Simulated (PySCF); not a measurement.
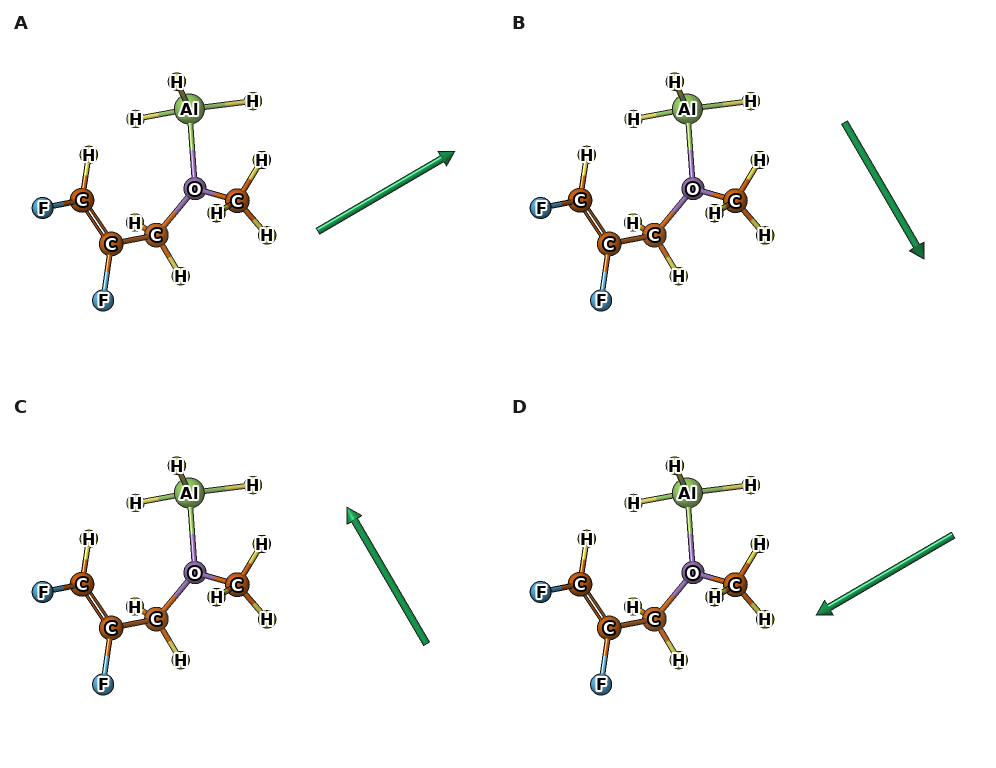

The same molecule four times, each with an arrow. The computed structure is the end point of a GFN2-xTB optimisation. No frequency run is at hand to confirm it as a minimum. Level of theory: CAM-B3LYP/def2-SVPD, gas phase (PySCF 2.14.0).

**Which arrow points along the dipole moment, from the negative to the positive end?**

B. The dipole moment is 3.30 D.

The geometry is semi-empirical. Around Al such bond lengths and angles can be off by a tenth of an ångström or more and by several degrees, and values that hang on the shape move with them.
